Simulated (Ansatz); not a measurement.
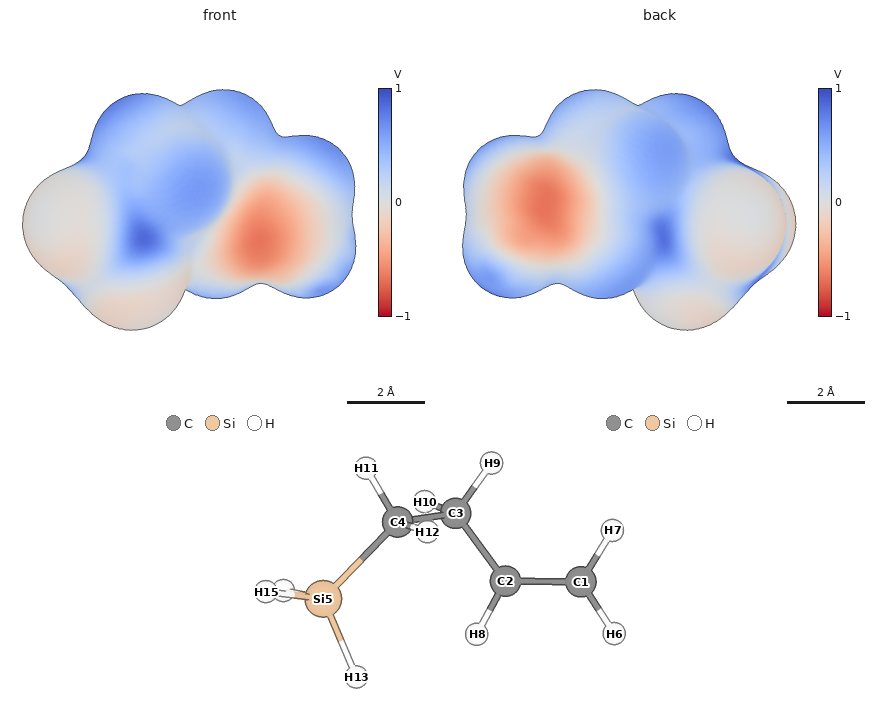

C4H10Si (SMILES C=CCC[SiH3]). The molecular electrostatic potential painted on the density surface at 0.002 e/bohr³, seen from the front and from behind; the colour scale runs from red (negative) to blue (positive). The bare structure is drawn below in the same view.

The calculation used Ansatz 0.2.0, RKS PBE/def2-SVP.

```yaml
atoms:
  - { symbol: C, position_ang: [-0.6502, 1.2410, 1.9233] }
  - { symbol: C, position_ang: [-0.2003, 0.0330, 1.5408] }
  - { symbol: C, position_ang: [0.9556, -0.2078, 0.6078] }
  - { symbol: C, position_ang: [0.5752, -0.9396, -0.7005] }
  - { symbol: Si, position_ang: [-0.1034, -2.7113, -0.5354] }
  - { symbol: H, position_ang: [-1.5041, 1.3481, 2.6105] }
  - { symbol: H, position_ang: [-0.1742, 2.1710, 1.5675] }
  - { symbol: H, position_ang: [-0.7143, -0.8678, 1.9272] }
  - { symbol: H, position_ang: [1.4345, 0.7649, 0.3628] }
  - { symbol: H, position_ang: [1.7297, -0.8085, 1.1393] }
  - { symbol: H, position_ang: [1.4709, -1.0128, -1.3557] }
  - { symbol: H, position_ang: [-0.1703, -0.3410, -1.2685] }
  - { symbol: H, position_ang: [-1.4570, -2.7524, 0.1237] }
  - { symbol: H, position_ang: [0.8400, -3.5566, 0.2827] }
  - { symbol: H, position_ang: [-0.2314, -3.3269, -1.9037] }
```

**Where is the surface potential most negative and most positive?**

The most negative region (about −0.7 V) lies over the π face of C1 and C2, the most positive (about +0.8 V) over Si5.
